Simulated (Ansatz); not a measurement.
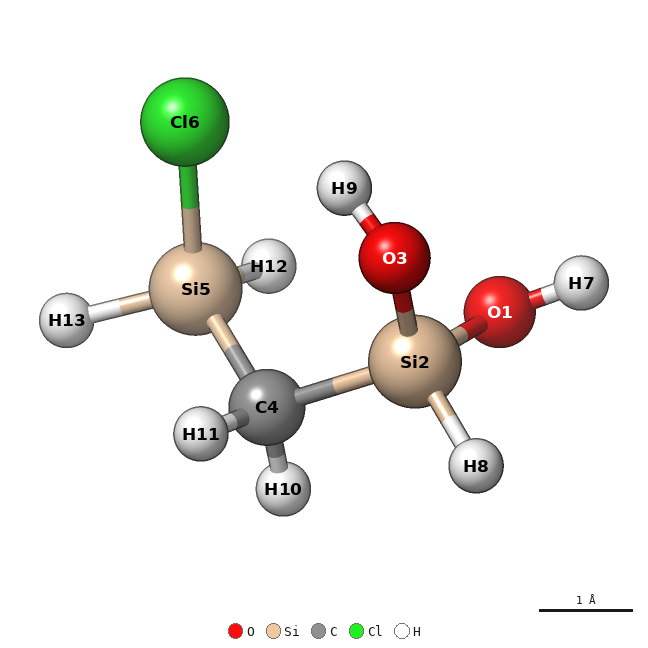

Numbered structure. The geometry was computed by an optimisation with PBE0-D4/def2-TZVP. No frequency run is at hand to confirm it as a minimum.

### What is the geometry at O1?

O1 has 2 neighbours (Si2 at 1.64, H7 at 0.96 Å); the arrangement is bent.

### What is the geometry at O3?

O3 has 2 neighbours (Si2 at 1.64, H9 at 0.96 Å); the arrangement is bent.

### How are the neighbours of atom 2 arranged?

Si2 has 4 neighbours (O1 at 1.64, O3 at 1.64, C4 at 1.86, H8 at 1.48 Å); the arrangement is tetrahedral.

### What is the geometry at C4?

C4 has 4 neighbours (Si2 at 1.86, Si5 at 1.86, H10 at 1.10, H11 at 1.09 Å); the arrangement is tetrahedral.

### Which bond is the longest?

Si5–Cl6, 2.079 Å.

### What is the dihedral angle O1–Si2–C4–Si5?

52° in size, that is gauche.
